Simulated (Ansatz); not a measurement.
Partial pair distribution functions of a relaxed model of amorphous Hf18O37H2, broadened by 0.06 Å; density 8.75 g/cm³. Computed with PBE, scalar-relativistic without spin-orbit coupling (plane waves to 420 eV, PAW; Ansatz, a program for electronic structure).

Preparation: random packing, a CHGNet melt and quench, and a DFT relaxation. O atoms were pushed apart under 1.9 Å during the dynamics, to hinder bonds among them. The hot cell started wider than the set density and was brought back towards it in steps. It is the lowest in DFT energy of 2 quenches. It is a model cell: composition and starting density were chosen by hand, and all elements were melted together. No dispersion term was used. Its density started from a set value of 8.75 and ended at 8.75 g/cm³. The simulated quench (nominally 500 K/ps over its main leg) is rapid and tends to freeze in more defects than a deposited or slowly cooled glass has. Values belong to this one cell and scatter from quench to quench. The volume was held where the preparation left it and the shape relaxed, at a PBE pressure of -1.9 GPa (tension). Stress components on the final sampling reach 2.0 GPa.

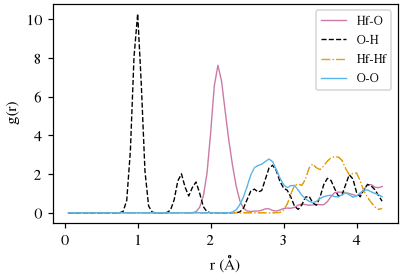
*Partial pair distribution functions*

Highest peaks under 4.5 Å: Hf-O near 2.10 Å, O-H near 1.00 Å, Hf-Hf near 3.70 Å, O-O near 2.80 Å; pairs of few atoms are noisy.

Within 2.52 Å each Hf has 6.17 O neighbours on average.
